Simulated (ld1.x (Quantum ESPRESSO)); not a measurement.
# Cu: an input that ld1.x accepts and what odd changes do to it, part 1 of 2

A potential is built and tested first. Its input is then changed in one place at a time, on purpose and often against sense, to learn how the program reacts.

Program: ld1.x (Quantum ESPRESSO) 7.5. Reference atom: PBE, scalar-relativistic, spherical and spin-unpolarised. All values are calculated.

9 further runs of the same task are left out: 6 that didn't finish, 3 set aside as unsound or not needed.

## (1) Settings

Typed settings, in words:

```json
{"element": "copper (Cu, Z = 29)", "type": "norm-conserving RRKJ (Kleinman–Bylander form)", "frozen core": "[Ne]", "valence charge": "19", "reference configuration": "3s2 3p6 3d10 4s1 4p0", "partial waves": "3p (bound): rc 1.10 bohr; 3d (bound): rc 1.40 bohr; 4f channel at 0.1 Ry: rc 1.15 bohr; 3s (bound): rc 0.80 bohr", "occupied shells without a wave": "4s", "local potential": "the s channel", "core correction": "not asked for"}
```

The nodes and maxima of the atom's own shells, from an earlier all-electron run, set the scale for the radii.

All-electron outer shells of the reference configuration (PBE, scalar-relativistic, ld1.x):

```json
{"shell": "2s", "level (eV)": "-1062.47", "outermost node (bohr)": "0.07", "outermost maximum (bohr)": "0.20"}
{"shell": "2p", "level (eV)": "-916.98", "outermost node (bohr)": "–", "outermost maximum (bohr)": "0.16"}
{"shell": "3s", "level (eV)": "-114.70", "outermost node (bohr)": "0.29", "outermost maximum (bohr)": "0.61"}
{"shell": "3p", "level (eV)": "-72.14", "outermost node (bohr)": "0.26", "outermost maximum (bohr)": "0.62"}
{"shell": "3d", "level (eV)": "-5.04", "outermost node (bohr)": "–", "outermost maximum (bohr)": "0.60"}
{"shell": "4s", "level (eV)": "-4.61", "outermost node (bohr)": "0.89", "outermost maximum (bohr)": "2.27"}
{"shell": "4p", "level (eV)": "-0.70", "outermost node (bohr)": "0.97", "outermost maximum (bohr)": "3.65"}
```

## (2) The input that generates

Cu.in reads:

```
 &input
   title='Cu', zed=29., rel=1, dft='PBE', iswitch=3,
   config='[Ar] 3d10 4s1 4p0 4f-2',
   nld=4, rlderiv=1.55, eminld=-10.0, emaxld=5.0, deld=0.04
 /
 &inputp
   pseudotype=2, tm=.false., rho0=0.01, lloc=0,
   nlcc=.false.,
   file_pseudopw='Cu.UPF', file_wfcaegen='ae.wfc', file_wfcncgen='nc.wfc', file_beta='beta', file_chi='chi'
 /
4
3P  2  1   6.00   0.00  1.10  1.10  0.0
3D  3  2  10.00   0.00  1.40  1.40  0.0
4F  4  3  -2.00   0.10  1.15  1.15  0.0
3S  1  0   2.00   0.00  0.80  0.80  0.0
 &test
   configts(1)='3s2 3p6 3d10 4s1 4p0'
 /
```

Started as:

```
$ ld1.x < Cu.in > Cu.out
```

The output, Cu.out (without the banner and most projector matrices):

```text
     Program LD1 v.7.5
     --------------------------- All-electron run ----------------------------

     Cu
     scalar relativistic calculation

     atomic number is 29.00
     dft =PBE   lsd =0 sic =0 latt =0  beta=0.20 tr2=1.0E-14
     Exchange-correlation= PBE
                           (   1   4   3   4   0   0   0)
     mesh =1199 r(mesh) = 100.25372 a.u. xmin = -7.00 dx = 0.01250
     1 Ry =  13.60569312 eV, c = 137.03599908

     n l     nl                  e(Ry)          e(Ha)          e(eV)
     1 0     1S 1( 2.00)      -650.5489      -325.2745     -8851.1694
     2 0     2S 1( 2.00)       -78.0904       -39.0452     -1062.4738
     2 1     2P 1( 6.00)       -67.3965       -33.6983      -916.9763
     3 0     3S 1( 2.00)        -8.4305        -4.2153      -114.7030
     3 1     3P 1( 6.00)        -5.3024        -2.6512       -72.1430
     3 2     3D 1(10.00)        -0.3703        -0.1851        -5.0378
     4 0     4S 1( 1.00)        -0.3388        -0.1694        -4.6093
     4 1     4P 1( 0.00)        -0.0512        -0.0256        -0.6967

     final scf error:  5.3E-15 reached in  32 iterations

     Etot =   -3309.701531 Ry,   -1654.850765 Ha,  -45030.783357 eV

     Ekin =    3358.932341 Ry,    1679.466170 Ha,   45700.602648 eV
     Encl =   -7969.314771 Ry,   -3984.657386 Ha, -108428.051175 eV
     Eh   =    1435.751702 Ry,     717.875851 Ha,   19534.397054 eV
     Exc  =    -135.070802 Ry,     -67.535401 Ha,   -1837.731883 eV

     normalization and overlap integrals

     s(1S/1S) =  1.000000  <r> =   0.0521  <r2> =    0.0037  r(max) =   0.0341
     s(2S/2S) =  1.000000  <r> =   0.2352  <r2> =    0.0653  r(max) =   0.1960
     s(2P/2P) =  1.000000  <r> =   0.2064  <r2> =    0.0523  r(max) =   0.1585
     s(3S/3S) =  1.000000  <r> =   0.7119  <r2> =    0.5863  r(max) =   0.6112
     s(3P/3P) =  1.000000  <r> =   0.7494  <r2> =    0.6650  r(max) =   0.6189
     s(3D/3D) =  1.000000  <r> =   1.0474  <r2> =    1.5756  r(max) =   0.6036
     s(4S/4S) =  1.000000  <r> =   2.9362  <r2> =   10.2155  r(max) =   2.2710
     s(4P/4P) =  1.000000  <r> =   5.1791  <r2> =   33.4210  r(max) =   3.6517

     ------------------------ End of All-electron run ------------------------

     --------------------- Generating NC pseudopotential ---------------------

      Generating local pot.: lloc=0, matching radius rcloc =   0.8000

      Wfc   3P  rcut= 1.114  Estimated cut-off energy=      146.40 Ry
      This function has    0 nodes for 0 < r <    1.114

      Wfc   3D  rcut= 1.395  Estimated cut-off energy=      120.46 Ry
      This function has    0 nodes for 0 < r <    1.395

      Wfc   4F  rcut= 1.142  Estimated cut-off energy=      213.72 Ry
      This function has    0 nodes for 0 < r <    1.142

     ------------------- End of pseudopotential generation -------------------

     [... the all-electron block is printed once more ...]


     Computing logarithmic derivative in   1.55111
     Computing logarithmic derivative in   1.55111
     Computing the partial wave expansion
       no projector for channel:   0
     R is outside the sphere for l=    1 j= 0.00
     R is outside the sphere for l=    2 j= 0.00
     R is outside the sphere for l=    3 j= 0.00

     ---------------------- Testing the pseudopotential ----------------------

     Cu
     scalar relativistic calculation

     atomic number is 29.00   valence charge is 19.00
     dft =PBE   lsd =0 sic =0 latt =0  beta=0.20 tr2=1.0E-14
     mesh =1199 r(mesh) = 100.25372 xmin = -7.00 dx = 0.01250

     n l     nl             e AE (Ry)        e PS (Ry)    De AE-PS (Ry)
     1 0     3S   1( 2.00)       -8.43051       -8.43070        0.00019
     2 1     3P   1( 6.00)       -5.30241       -5.30242        0.00000
     3 2     3D   1(10.00)       -0.37027       -0.37027        0.00000
     2 0     4S   1( 1.00)       -0.33878       -0.34520        0.00642  !
     3 1     4P   1( 0.00)       -0.05121       -0.05159        0.00038

     eps = 6.5E-15  iter = 21

     Etot =   -3309.701531 Ry,   -1654.850765 Ha,  -45030.783357 eV
     Etotps =  -380.088234 Ry,    -190.044117 Ha,   -5171.363874 eV

     Ekin =     196.063301 Ry,      98.031650 Ha,    2667.577101 eV
     Encl =    -823.740550 Ry,    -411.870275 Ha,  -11207.561131 eV
     Ehrt =     338.455441 Ry,     169.227721 Ha,    4604.920868 eV
     Ecxc =     -36.606730 Ry,     -18.303365 Ha,    -498.059930 eV
     Epseu=     -54.259697 Ry,     -27.129848 Ha,    -738.240783 eV

     ---------------------- End of pseudopotential test ----------------------
```

Run time: 3.4 s. Hardware: 1 thread, shared host. (Generation and the later configuration tests together.)

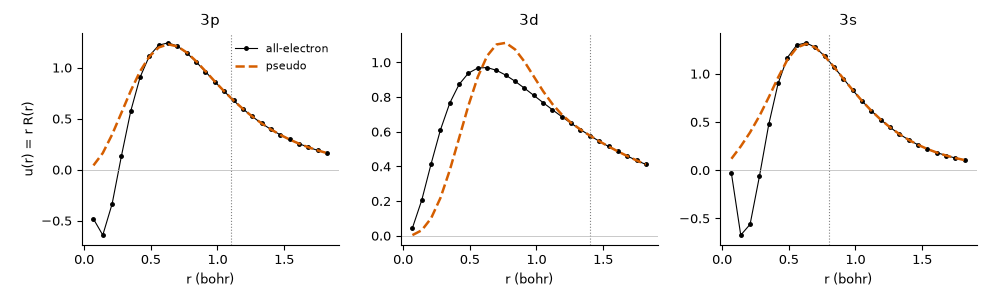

All-electron and pseudo partial waves (3p, 3d, 3s), with the matching radii dotted. The curves join 26 sampled radii, too few to resolve the innermost nodes.

## (3) Configuration tests

Cu.test.in reads:

```
 &input
   title='Cu', zed=29., rel=1, dft='PBE', iswitch=2,
   config='[Ar] 3d10 4s1 4p0 4f-2'
 /
 &test
   file_pseudo='Cu.UPF', nconf=8,
   configts(1)='3s2 3p6 3d10 4s1 4p0',
   configts(2)='3s2 3p6 3d10 4s0 4p0',
   configts(3)='3s2 3p6 3d9 4s0 4p0',
   configts(4)='3s2 3p6 3d8 4s0 4p0',
   configts(5)='3s1 3p6 3d10 4s1 4p0',
   configts(6)='3s2 3p6 3d9 4s1 4p0',
   configts(7)='3s2 3p6 3d9 4s1 4p1',
   configts(8)='3s2 3p5 3d10 4s1 4p0'
 /
```

Started as:

```
$ ld1.x < Cu.test.in > Cu.test.out
```

Cu.test.out, the pseudopotential blocks:

```text
     ---------------------- Testing the pseudopotential ----------------------

     Cu
     scalar relativistic calculation

     atomic number is 29.00   valence charge is 19.00
     dft =PBE   lsd =0 sic =0 latt =0  beta=0.20 tr2=1.0E-14
     mesh =1199 r(mesh) = 100.25372 xmin = -7.00 dx = 0.01250

     n l     nl             e AE (Ry)        e PS (Ry)    De AE-PS (Ry)
     1 0     3S   1( 2.00)       -8.43051       -8.43070        0.00019
     2 1     3P   1( 6.00)       -5.30241       -5.30242        0.00000
     3 2     3D   1(10.00)       -0.37027       -0.37027        0.00000
     2 0     4S   1( 1.00)       -0.33878       -0.34520        0.00642  !
     3 1     4P   1( 0.00)       -0.05121       -0.05159        0.00038

     eps = 2.0E-15  iter = 22

     Etot =   -3309.701531 Ry,   -1654.850765 Ha,  -45030.783357 eV
     Etotps =  -380.088234 Ry,    -190.044117 Ha,   -5171.363871 eV

     Ekin =     196.063301 Ry,      98.031651 Ha,    2667.577110 eV
     Encl =    -823.740550 Ry,    -411.870275 Ha,  -11207.561136 eV
     Ehrt =     338.455441 Ry,     169.227721 Ha,    4604.920871 eV
     Ecxc =     -36.606730 Ry,     -18.303365 Ha,    -498.059930 eV
     Epseu=     -54.259697 Ry,     -27.129848 Ha,    -738.240786 eV

     ---------------------- End of pseudopotential test ----------------------

     ---------------------- Testing the pseudopotential ----------------------

     Cu
     [...]
     n l     nl             e AE (Ry)        e PS (Ry)    De AE-PS (Ry)
     1 0     3S   1( 2.00)       -9.06400       -9.06739        0.00339
     2 1     3P   1( 6.00)       -5.93825       -5.94127        0.00301
     3 2     3D   1(10.00)       -1.00387       -1.00891        0.00504  !
     2 0     4S   1( 0.00)       -0.87409       -0.88456        0.01048  !
     3 1     4P   1( 0.00)       -0.48142       -0.48402        0.00260

     eps = 3.6E-15  iter = 22

     Etot =   -3309.102669 Ry,   -1654.551334 Ha,  -45022.635421 eV
     Etotps =  -379.480852 Ry,    -189.740426 Ha,   -5163.100024 eV
     dEtot_ae =       0.598862 Ry
     dEtot_ps =       0.607382 Ry,   Delta E=      -0.008519 Ry

     [...]
     ---------------------- End of pseudopotential test ----------------------

     ---------------------- Testing the pseudopotential ----------------------

     Cu
     [...]
     n l     nl             e AE (Ry)        e PS (Ry)    De AE-PS (Ry)
     1 0     3S   1( 2.00)      -10.31083      -10.32331        0.01248  !
     2 1     3P   1( 6.00)       -7.17487       -7.18697        0.01210  !
     3 2     3D   1( 9.00)       -2.17762       -2.18580        0.00818  !
     2 0     4S   1( 0.00)       -1.64243       -1.66071        0.01828  !
     3 1     4P   1( 0.00)       -1.12816       -1.13405        0.00589  !

     eps = 2.9E-15  iter = 15

     Etot =   -3307.534761 Ry,   -1653.767381 Ha,  -45001.302955 eV
     Etotps =  -377.905921 Ry,    -188.952960 Ha,   -5141.671986 eV
     dEtot_ae =       2.166770 Ry
     dEtot_ps =       2.182313 Ry,   Delta E=      -0.015544 Ry

     [...]
     ---------------------- End of pseudopotential test ----------------------

     ---------------------- Testing the pseudopotential ----------------------

     Cu
     [...]
     n l     nl             e AE (Ry)        e PS (Ry)    De AE-PS (Ry)
     1 0     3S   1( 2.00)      -11.81043      -11.83030        0.01987  !
     2 1     3P   1( 6.00)       -8.65850       -8.67823        0.01973  !
     3 2     3D   1( 8.00)       -3.59499       -3.59610        0.00112
     2 0     4S   1( 0.00)       -2.53770       -2.56770        0.03000  !
     3 1     4P   1( 0.00)       -1.91536       -1.92691        0.01154  !

     eps = 6.7E-15  iter = 15

     Etot =   -3304.666857 Ry,   -1652.333428 Ha,  -44962.283127 eV
     Etotps =  -375.031790 Ry,    -187.515895 Ha,   -5102.567440 eV
     dEtot_ae =       5.034674 Ry
     dEtot_ps =       5.056444 Ry,   Delta E=      -0.021770 Ry

     [...]
     ---------------------- End of pseudopotential test ----------------------

     ---------------------- Testing the pseudopotential ----------------------

     Cu
     [...]
     n l     nl             e AE (Ry)        e PS (Ry)    De AE-PS (Ry)
     1 0     3S   1( 1.00)       -9.60294       -9.64954        0.04660  !
     2 1     3P   1( 6.00)       -6.46440       -6.50541        0.04101  !
     3 2     3D   1(10.00)       -1.45712       -1.46529        0.00816  !
     2 0     4S   1( 1.00)       -1.00538       -1.01687        0.01150  !
     3 1     4P   1( 0.00)       -0.56686       -0.56856        0.00171

     eps = 6.2E-15  iter = 27

     Etot =   -3300.717584 Ry,   -1650.358792 Ha,  -44908.550533 eV
     Etotps =  -371.080408 Ry,    -185.540204 Ha,   -5048.806160 eV
     dEtot_ae =       8.983947 Ry
     dEtot_ps =       9.007826 Ry,   Delta E=      -0.023879 Ry

     [...]
     ---------------------- End of pseudopotential test ----------------------

     ---------------------- Testing the pseudopotential ----------------------

     Cu
     [...]
     n l     nl             e AE (Ry)        e PS (Ry)    De AE-PS (Ry)
     1 0     3S   1( 2.00)       -9.50984       -9.51439        0.00455
     2 1     3P   1( 6.00)       -6.37323       -6.37775        0.00453
     3 2     3D   1( 9.00)       -1.38593       -1.38566       -0.00027
     2 0     4S   1( 1.00)       -0.99920       -1.01146        0.01226  !
     3 1     4P   1( 0.00)       -0.56486       -0.56707        0.00221

     eps = 6.4E-15  iter = 17

     Etot =   -3308.850568 Ry,   -1654.425284 Ha,  -45019.205425 eV
     Etotps =  -379.237011 Ry,    -189.618506 Ha,   -5159.782393 eV
     dEtot_ae =       0.850962 Ry
     dEtot_ps =       0.851223 Ry,   Delta E=      -0.000261 Ry

     [...]
     ---------------------- End of pseudopotential test ----------------------

     ---------------------- Testing the pseudopotential ----------------------

     Cu
     [...]
     n l     nl             e AE (Ry)        e PS (Ry)    De AE-PS (Ry)
     1 0     3S   1( 2.00)       -8.97493       -8.97786        0.00292
     2 1     3P   1( 6.00)       -5.83772       -5.84071        0.00299
     3 2     3D   1( 9.00)       -0.85163       -0.84938       -0.00225
     2 0     4S   1( 1.00)       -0.52491       -0.53452        0.00961  !
     3 1     4P   1( 1.00)       -0.15499       -0.15583        0.00084

     eps = 8.4E-15  iter = 25

     Etot =   -3309.200967 Ry,   -1654.600483 Ha,  -45023.972836 eV
     Etotps =  -379.588925 Ry,    -189.794463 Ha,   -5164.570427 eV
     dEtot_ae =       0.500564 Ry
     dEtot_ps =       0.499309 Ry,   Delta E=       0.001255 Ry

     [...]
     ---------------------- End of pseudopotential test ----------------------

     ---------------------- Testing the pseudopotential ----------------------

     Cu
     [...]
     n l     nl             e AE (Ry)        e PS (Ry)    De AE-PS (Ry)
     1 0     3S   1( 2.00)       -9.58993       -9.63116        0.04123  !
     2 1     3P   1( 5.00)       -6.45223       -6.48782        0.03558  !
     3 2     3D   1(10.00)       -1.44585       -1.45415        0.00830  !
     2 0     4S   1( 1.00)       -1.00631       -1.01749        0.01118  !
     3 1     4P   1( 0.00)       -0.56762       -0.56916        0.00154

     eps = 9.6E-15  iter = 16

     Etot =   -3303.855838 Ry,   -1651.927919 Ha,  -44951.248655 eV
     Etotps =  -374.224058 Ry,    -187.112029 Ha,   -5091.577699 eV
     dEtot_ae =       5.845693 Ry
     dEtot_ps =       5.864175 Ry,   Delta E=      -0.018483 Ry

     [...]
     ---------------------- End of pseudopotential test ----------------------
```

Excitation and ionisation energies from 3s2 3p6 3d10 4s1 4p0, with the error of the potential. The frozen-core shift comes from a second all-electron run, not shown, with the core orbitals held at their reference shape; it is that run's ΔE less the relaxed one.

| valence configuration | charge | ΔE all-electron (eV) | error AE − PS (meV) | frozen-core shift (meV) |
| --- | --- | --- | --- | --- |
| 3s2 3p6 3d10 4s0 4p0 | +1 | 8.148 | -116 | +1.6 |
| 3s2 3p6 3d9 4s0 4p0 | +2 | 29.480 | -211 | -0.4 |
| 3s2 3p6 3d8 4s0 4p0 | +3 | 68.500 | -296 | -3.6 |
| 3s1 3p6 3d10 4s1 4p0 | +1 | 122.233 | -325 | +23 |
| 3s2 3p6 3d9 4s1 4p0 | +1 | 11.578 | -3.6 | -2.2 |
| 3s2 3p6 3d9 4s1 4p1 | 0 | 6.811 | +17 | -2.7 |
| 3s2 3p5 3d10 4s1 4p0 | +1 | 79.535 | -251 | +26 |

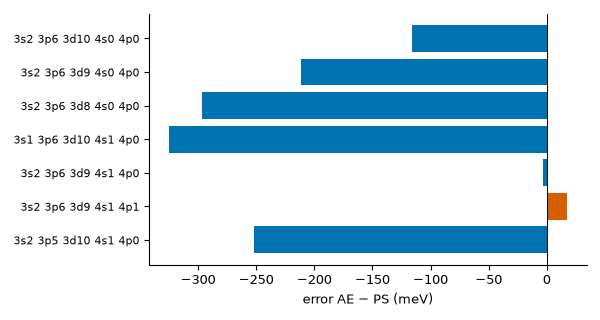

Error of the potential in each test configuration.

## (4) Logarithmic derivatives

Taken from the files of the generation run. The phase is arctan(r·u′/u) with u = r·R, unwrapped, with energies in Ry. A pole is an energy at which the radial function vanishes at the test radius. The pseudo phase is shifted by a multiple of π to meet the all-electron one at the reference energy. Levels narrower than the energy grid can be missing from the poles. The last column is the largest difference on the grid between −1 and +1 Ry.

| channel | radius (bohr) | reference (Ry) | poles AE | poles PS | window around the reference with phases within 0.05 rad (Ry) | largest difference near zero (rad) |
| --- | --- | --- | --- | --- | --- | --- |
| s | 1.55 | -8.43 | -8.18 | -8.18 | below 1.0 | 0.043 |
| p | 1.55 | -5.30 | -4.90 | -4.90 | the whole range | 0.005 |
| d | 1.55 | -0.37 | 0.51 | 0.54 | below 3.4 | 0.008 |
| f | 1.55 | 0.10 | none | none | the whole range | 0.000 |

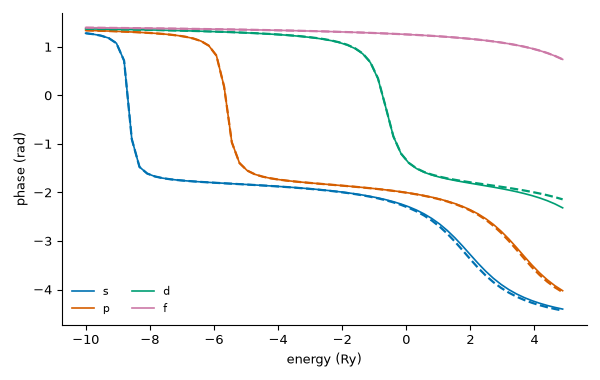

All-electron (solid) and pseudo (dashed) phases against energy.

(Continued in part 2 of 2.)
